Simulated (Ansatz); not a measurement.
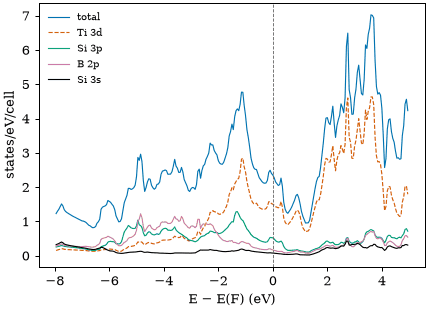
Figure. Total and projected density of states of TiSiB in space group Cmcm (No. 63; Si on 4c, B on 4c, Ti on 4c), DFT-PBEsol in the program Ansatz with PAW potentials

Which orbitals carry the states next to the Fermi level?

Within 0.5 eV of the Fermi level: Ti 3d 66 %, Si 3p 19 %, B 2p 7 %. Projections are on Löwdin-orthogonalised atomic valence shells; empty p or d shells of many metals are not among them.

Where is the tallest occupied peak in this window, and what makes it?

Near -1.1 eV, about 4.8 states/eV per cell; the largest projected share is Ti 3d.

The start of the workflow was typed in or built on a structure type; neither database checked (COD, Materials Project) lists it. Its standing as an ambient phase is unchecked. Symmetry was held in the PBEsol relaxation; its stability against distortions is not shown here. No spin polarisation was allowed.

Potentials: the later of the program's two PAW sets.
